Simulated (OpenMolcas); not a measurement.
# CH2FNOSn (SMILES O=C=[N][SnH2][F]) at 6 levels

Aim: a comparison of 6 runs (HF/def2-SVP, BHLYP/def2-SVP, BLYP/def2-SVP, M06-2X/def2-SVP, PBE/def2-SVP, MP2/def2-SVP) of CH2FNOSn. 

The calculation is run with OpenMolcas 26.06.

### 1 The molecule

CH2FNOSn has 7 atoms, charge 0, and is taken as a singlet. As SMILES, `O=C=[N][SnH2][F]`. One bond was lengthened or shortened from a relaxed shape.

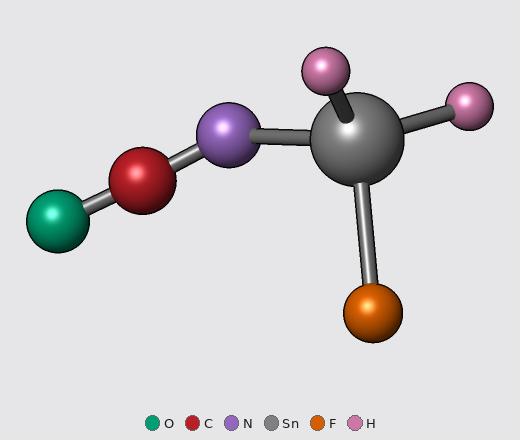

The structure, seen from a chosen angle (oxygen teal, carbon red, nitrogen purple, tin grey, fluorine orange, hydrogen pink).

### 2 The energy at HF/def2-SVP (core potential) (run 1)

Input file calc.input:

```
&GATEWAY
BasLib=$CurrDir
Coord
7
angstrom
O       -0.066518      -2.941063      -0.700799
C        0.033682      -1.978563      -0.052999
N        0.134282      -1.029963       0.680201
Sn       0.312582       0.959837       0.549301
F       -0.877100       1.510000      -1.220100
H       -0.463418       1.624337       1.896001
H        1.918982       1.356737       0.187601
Basis=def2-SVP
Group=NoSym
&SEWARD
&SCF
Thresholds=1e-10 1e-07 1e-07 1e-05
PrOrbitals=1
```

The basis set def2-SVP is read from a file made from the Basis Set Exchange's data (not shown).

Started as:

```console
$ export MOLCAS_MEM=1860
$ pymolcas calc.input > calc.log
```

Log:

```text
--- Start Module: gateway ---
[...]
--- Stop Module: gateway /rc=_RC_ALL_IS_WELL_ ---
--- Start Module: seward ---
[...]
      Basis functions           92
--- Stop Module: seward /rc=_RC_ALL_IS_WELL_ ---
[...]
--- Start Module: scf ---
[...]
       Convergence after  15 Iterations
[...]
::    Total SCF energy                               -480.9278471228
[...]
      Total spin, S                                     0.0000000000
[...]
      Total electronic charge=   54.000000
      Total            charge=   -0.000000
[...]
      Dipole Moment (debye):
      Origin of the operator (angstrom)=    0.1285    0.3366    0.2321
                   X=  2.7522E+00               Y=  2.1267E+00               Z=  3.7987E+00           Total=  5.1505E+00
      Quadrupole Moment (debye*angstrom):
[...]
--- Stop Module: scf /rc=_RC_ALL_IS_WELL_ ---
[...]
```

Run time: 12 s. Hardware: 1 thread of AMD EPYC 7R43 (Zen 3), shared host; peak memory 0.51 GiB.

### 3 The energy at BHLYP/def2-SVP (core potential) (run 2)

Input file mol.xyz:

```xyz
7

O     -0.066518    -2.941063    -0.700799
C      0.033682    -1.978563    -0.052999
N      0.134282    -1.029963     0.680201
Sn     0.312582     0.959837     0.549301
F     -0.877100     1.510000    -1.220100
H     -0.463418     1.624337     1.896001
H      1.918982     1.356737     0.187601
```

Input file test.input:

```
* CH2FNOSn Kohn-Sham DFT

&GATEWAY
 BasLib
 $CurrDir
 Coord
 mol.xyz
 Basis
 def2-SVP
 Group
 NoSym

&SEWARD
 GridInput
 Grid=UltraFine
 End of Grid

&SCF
 KSDFT
 HYB_GGA_XC_BHANDHLYP
 Thresholds
 1e-10 1e-07 1e-07 1e-05
 PrOrbitals
 1 2
```

The basis set def2-SVP is read from a file made from the Basis Set Exchange's data (not shown).

Started as:

```console
$ export MOLCAS_MEM=1860
$ pymolcas test.input > test.log
```

Log:

```text
--- Start Module: gateway ---
[...]
--- Stop Module: gateway /rc=_RC_ALL_IS_WELL_ ---
--- Start Module: seward ---
[...]
      Basis functions           92
--- Stop Module: seward /rc=_RC_ALL_IS_WELL_ ---
[...]
--- Start Module: scf ---
[...]
       Convergence after  15 Iterations
[...]
::    Total KS-DFT energy                            -483.0165880214
[...]
      Total spin, S                                     0.0000000000
[...]
      Total electronic charge=   54.000000
      Total            charge=   -0.000000
[...]
      Dipole Moment (debye):
      Origin of the operator (angstrom)=    0.1285    0.3366    0.2321
                   X=  2.5168E+00               Y=  2.0135E+00               Z=  3.4769E+00           Total=  4.7410E+00
      Quadrupole Moment (debye*angstrom):
[...]
--- Stop Module: scf /rc=_RC_ALL_IS_WELL_ ---
[...]
```

It took 33 s on 1 thread of AMD EPYC 7R43 (Zen 3), shared host; peak memory 0.5 GiB.

Runs 3 to 5 aren't shown in full; the table further down has their settings and results.

### 4 The energy at MP2/def2-SVP (core potential) (run 6)

Input file calc.inp:

```
&GATEWAY
 BasLib=$CurrDir
 Coord
 7
 angstrom
 O       -0.066518      -2.941063      -0.700799
 C        0.033682      -1.978563      -0.052999
 N        0.134282      -1.029963       0.680201
 Sn       0.312582       0.959837       0.549301
 F       -0.877100       1.510000      -1.220100
 H       -0.463418       1.624337       1.896001
 H        1.918982       1.356737       0.187601
 Basis=def2-SVP
 Group=NoSym

&SEWARD

&SCF
 Thresholds=1e-10 1e-07 1e-07 1e-05
 PrOrbitals=1 1

&MBPT2
 Frozen=8
```

The basis set def2-SVP is read from a file made from the Basis Set Exchange's data (not shown).

Started as:

```console
$ export MOLCAS_MEM=1860
$ pymolcas calc.inp > calc.log
```

Log:

```text
--- Start Module: gateway ---
[...]
--- Stop Module: gateway /rc=_RC_ALL_IS_WELL_ ---
[...]
      Basis functions           92
[...]
--- Start Module: scf ---
[...]
       Convergence after  15 Iterations
[...]
::    Total SCF energy                               -480.9278471228
[...]
      Total spin, S                                     0.0000000000
[...]
      Total electronic charge=   54.000000
      Total            charge=   -0.000000
[...]
      Dipole Moment (debye):
      Origin of the operator (angstrom)=    0.1285    0.3366    0.2321
                   X=  2.7522E+00               Y=  2.1267E+00               Z=  3.7987E+00           Total=  5.1505E+00
      Quadrupole Moment (debye*angstrom):
[...]
--- Stop Module: scf /rc=_RC_ALL_IS_WELL_ ---
[...]
--- Start Module: mbpt2 ---
[...]
WARNING!
Default frozen orbitals as non valence orbitals is overwritten by user input.
Default values:   4
[...]
       Reference weight ( Cref**2 )         =        0.81028
::    Total MBPT2 energy                             -481.6873914160
[...]
      Total MBPT2 calculations                           0.51      0.59
--- Stop Module: mbpt2 /rc=_RC_ALL_IS_WELL_ ---
[...]
```

Wall time 12 s (1 thread of AMD EPYC 7R43 (Zen 3), shared host); peak memory 0.51 GiB.

### 5 The series

```csv
run,level,integration grid,frozen core orbitals,energy (Eh),dipole moment (D) of the reference,HOMO energy (eV),LUMO energy (eV),wall time
1,HF/def2-SVP (core potential),–,–,-480.927847,5.15,-12.23,1.60,12 s
2,BHLYP/def2-SVP (core potential),UltraFine,–,-483.016588,4.74,-10.03,-0.92,33 s
3,BLYP/def2-SVP (core potential),UltraFine,–,-483.135626,3.98,-7.05,-2.61,35 s
4,M06-2X/def2-SVP (core potential),UltraFine,–,-483.056718,4.62,-10.06,-0.76,37 s
5,PBE/def2-SVP (core potential),UltraFine,–,-482.948972,4.01,-7.23,-2.70,33 s
6,MP2/def2-SVP (core potential),–,8,-481.687391,5.15,-12.23,1.60,12 s
```

### 6 Summary of results

| quantity | value |
| --- | --- |
| run 6: total energy | -481.68739 Eh |
| run 6: dipole moment (mean-field density) | 5.15 D |
| run 6: HOMO energy (Hartree–Fock orbitals) | -12.23 eV |
| run 6: LUMO energy (Hartree–Fock orbitals) | 1.60 eV |
| run 6: HOMO–LUMO gap (Hartree–Fock orbitals) | 13.82 eV |
| run 6: correlation energy (8 core orbitals frozen) | -759.5 mEh |

Over runs 1, 2, 3, 4, 5 the dipole moment (its size) runs from 3.98 D (BLYP/def2-SVP) to 5.15 D (HF/def2-SVP). Over runs 1, 2, 3, 4, 5 the HOMO–LUMO gap runs from 4.43 eV (BLYP/def2-SVP) to 13.82 eV (HF/def2-SVP). Exact exchange widens orbital gaps. Totals of different functionals can't be ranked against each other. All runs together took 2.7 min, the longest 37 s.
